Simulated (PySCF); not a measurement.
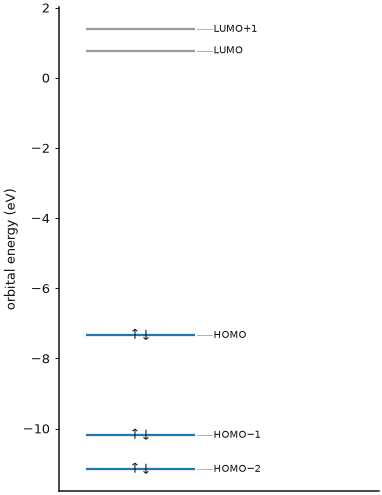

Kohn-Sham orbital energies near the frontier, CAM-B3LYP/def2-SVPD in PySCF 2.14.0, at a GFN2-xTB geometry (no frequency check), isolated molecule; empty levels in grey, levels within 0.03 eV side by side.

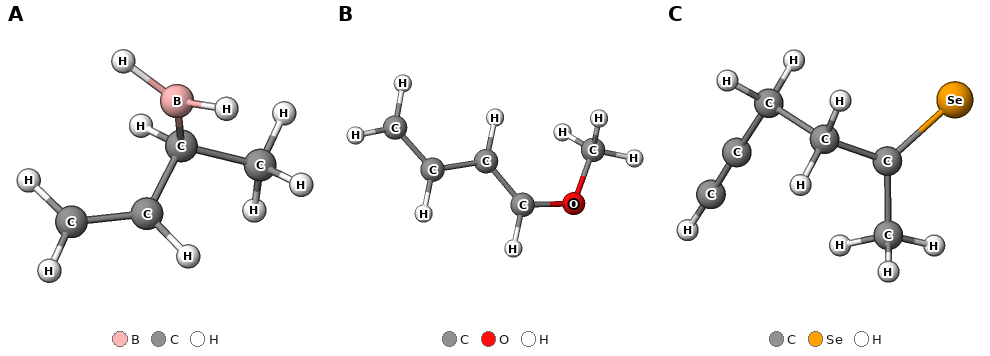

### Which molecule has this level scheme? The candidates are drawn in the second picture.

Structure B, C₅H₈O, SMILES C=C/C=C/OC. HOMO −7.34 eV, LUMO 0.77 eV, separation 8.11 eV.

Caveats: the tight-binding geometry is rougher than a DFT one and adds to the error; one conformer of a flexible molecule; empty levels above zero depend strongly on the basis.
